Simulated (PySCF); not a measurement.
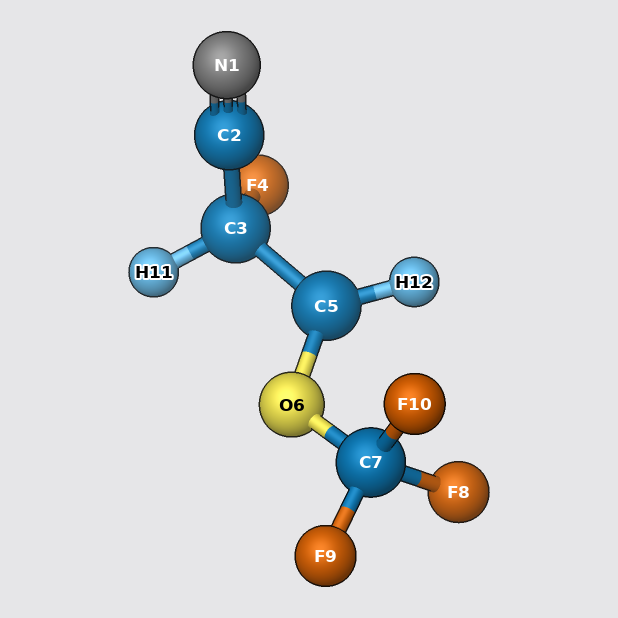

Charge 0, doublet. The geometry was computed by an optimisation with GFN2-xTB. No frequency run is at hand to confirm it as a minimum. Method: UKS B3LYP, pcH-1 on C F H N O, non-relativistic (PySCF 2.14.0). Fermi-contact and spin-dipolar terms alone, no spin-orbit part.

Question. Which nucleus has the largest dipolar (anisotropic) hyperfine coupling?

Answer. 13C at C5: principal values −83.4, −81.5, 164.9 MHz.

List the isotropic and dipolar parts for the most strongly coupled nuclei, one of each equivalent set.

```csv
atom,isotope,a_iso (MHz),dipolar part (MHz)
C5,13C,109.2,"−83.4, −81.5, 164.9"
F4,19F,151.0,"−56.4, −47.6, 104.0"
O6,17O,−16.1,"−49.3, 23.5, 25.9"
H12,1H,−63.2,"−37.6, −1.9, 39.5"
F10,19F,1.2,"−15.4, −10.9, 26.3"
F8,19F,4.5,"−11.2, −5.9, 17.0"
H11,1H,15.3,"−6.0, −4.3, 10.3"
F9,19F,−3.4,"−6.3, −1.6, 7.9"
```
